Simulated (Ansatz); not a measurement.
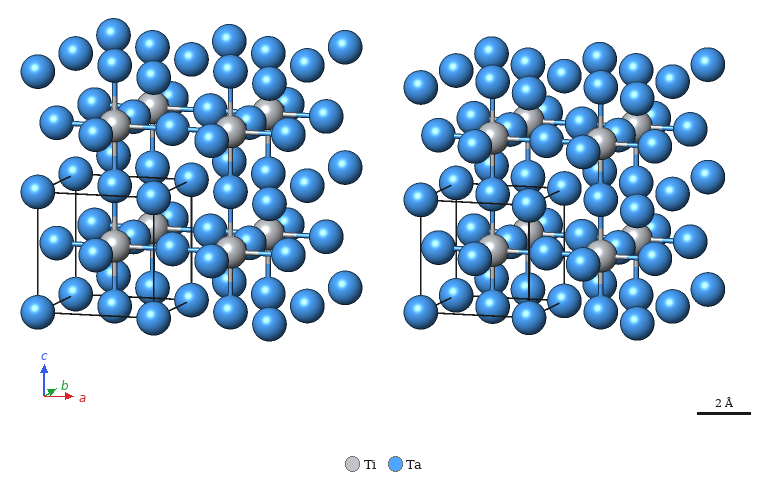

Two geometries of solid Ta4Ti (a generated structure, set up in Pm-3m) (coarse preliminary run), drawn at one scale. One is the start of a relaxation, the other its converged end. The picture is a ball-and-stick view of the cell of the calculation, repeated 2 × 2 × 2 with one cell outlined, seen slightly off an axis.

Method: Ansatz 0.2.0, DFT PBE, scalar-relativistic, plane waves, PAW. (plane-wave cutoff 420 eV; k-point mesh 4 × 4 × 4; occupations gaussian; smearing width 0.1 eV; no spin polarisation; cell and atoms relaxed; force threshold 0.04 eV/Å; at most 70 steps)

Q: Which geometry has the lower energy?

A: The left one is the relaxed one. No atom moves by more than 0.005 Å relative to the cell. Cell: a = b = c 4.355 → 4.662 Å (+7.0 %). Volume +22.7 %. Among the contacts that change: Ta–Ta 3.079 → 3.296 Å, Ta–Ti 2.177 → 2.331 Å. The space group stays Pm-3m (No. 221). The energy falls by 406 meV per atom in 3 accepted moves (4 points after the start). All forces vanish by symmetry, so only the cell relaxes. Pressure: 40.66 GPa at the start and 0.01 GPa at the end. The SCF was repeated once at an unchanged geometry on a basis and grid sized afresh for the cell, which shifted the energy by 2.7 meV per atom at most. Cost: 23 s on 1 thread of AMD EPYC (Zen 3), on a shared host, peak memory 0.4 GiB.
